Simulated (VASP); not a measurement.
Band structure of K$_{2}$Te (space group P-3m1). All values below come from PBE GGA, VASP's PBE PAW potentials (set 64) (plane waves; VASP 6.6.1).

Unless said otherwise, spin-orbit coupling is left out, though it shifts the bands of the heavy elements here.

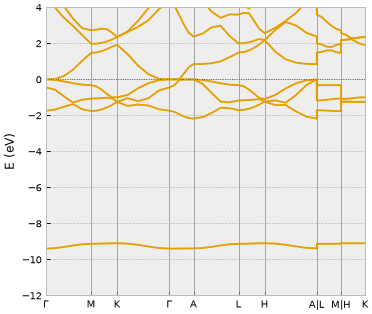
Fig. 1. Bands along high-symmetry lines, zero at the valence-band maximum or, without a gap, the Fermi level

Q: Read the plot: is there a gap, and where are the band edges?

A: It has no gap at this level: it comes out as a metal or semimetal.

The structure was generated: K2Te was put into an ordered model structure, which need not be its known phase. The cell was not relaxed at this level. The k-mesh is coarse (spacing up to 0.39 per Å, 2π included), so the numbers may not be converged in it.
